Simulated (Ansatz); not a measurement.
# AlCl$_{2}$H$_{2}$N (AlCl2(NH2)): what the fields show

Input

```
crystal:
  periodic: [false, false, false]
  atoms:
    - {symbol: Al, position_ang: [0.355208, 0.624085, 0.006114]}
    - {symbol: Cl, position_ang: [2.424977, 0.646089, 0.306128]}
    - {symbol: Cl, position_ang: [-0.670625, 2.424989, -0.274211]}
    - {symbol: N, position_ang: [-0.513734, -0.897740, -0.008918]}
    - {symbol: H, position_ang: [-1.513248, -0.991386, -0.148392]}
    - {symbol: H, position_ang: [-0.082579, -1.806048, 0.119279]}
basis:
  gaussian: {orbitals: def2-TZVP, initial_orbitals: start.molden}
hamiltonian: {xc: pbe0, dispersion: d4}
scf: {omitted_lower_state_checks: [starts]}
output: {orbitals: {seedname: orbitals}}
```

Run with:

```sh
ansatz run in.yaml --threads 4 --pin off --events-out ev --progress --plain --max-ram 3916MiB
```

Geometry: PBE0-D4/def2-SVP.

The calculation used Ansatz 0.2.0, RKS PBE0-D4/def2-TZVP.

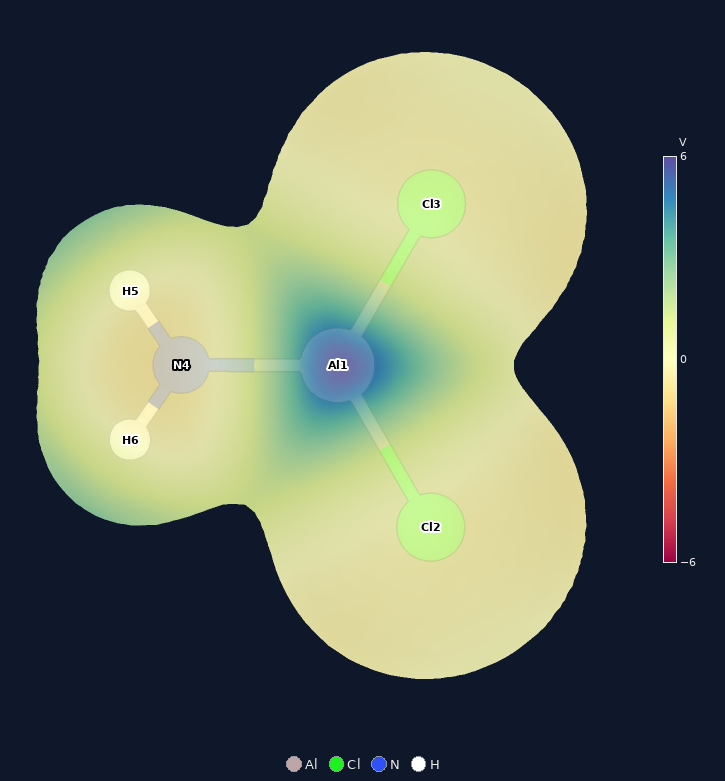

Figure 1. The molecular electrostatic potential painted on the density surface at 0.004 e/bohr³, seen across its widest extent; the colour scale runs from red (negative) to blue (positive).

Which sites attract a positive test charge, and which a negative one?

A positive charge is drawn to the negative regions and a negative charge to the positive ones. The most negative region (about −0.6 V) lies over N4, the most positive (about +5.3 V) over Al1.

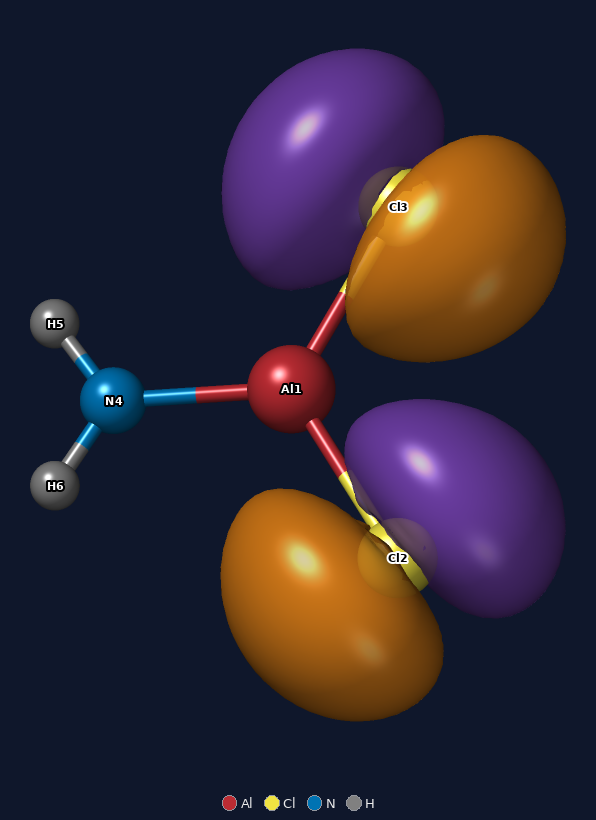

Figure 2. The HOMO−1 at ±0.08 Å⁻³ᐟ² (orange and purple are the two phases), seen at a tilt.

Describe this orbital and give its energy.

It lies mainly on Cl2 (about 45 %) and Cl3 (about 45 %); it is symmetric in the molecular plane (an in-plane orbital: σ, lone-pair or in-plane π type); largely a combination of lone pairs on Cl2 and Cl3. Its energy is −9.18 eV.

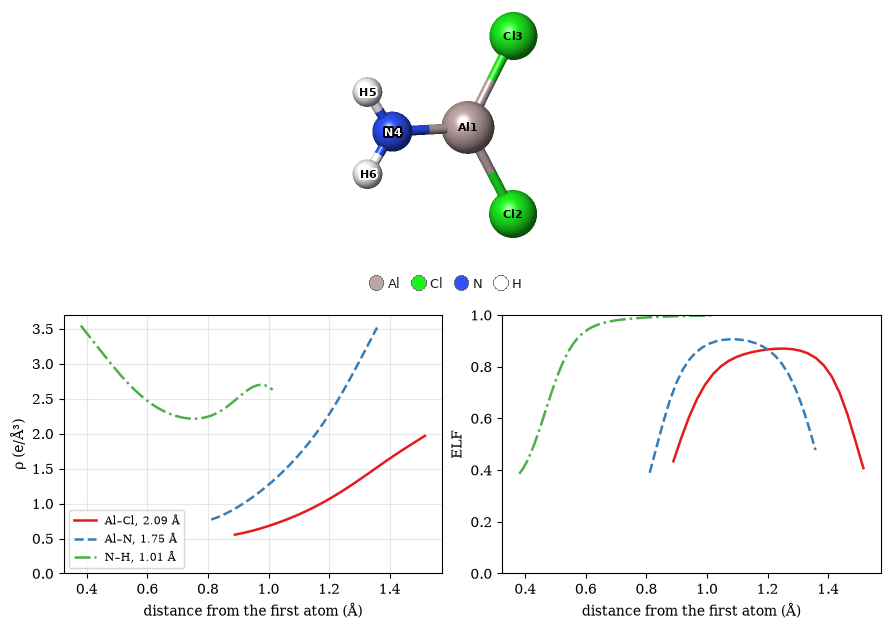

Figure 3. Total electron density and electron localisation function along straight lines between neighbouring atoms. The curves leave out the atomic cores. The structure is drawn too.

Compare the contacts.

Al–Cl (2.09 Å): ρ at the midpoint is about 0.75 e/Å³; the ELF peaks at about 0.85 in the valence shell of Cl, 0.8 Å from its nucleus, and is about 0.80 at the midpoint.
Al–N (1.75 Å): the density is about 0.9 e/Å³ at the midpoint; the ELF peaks at about 0.90 between the atoms; a polar covalent bond.
N–H (1.01 Å): ρ is about 2.9 e/Å³ halfway; the ELF climbs to about 1 towards the hydrogen, as it does in any bond to H (an ordinary covalent bond to hydrogen).
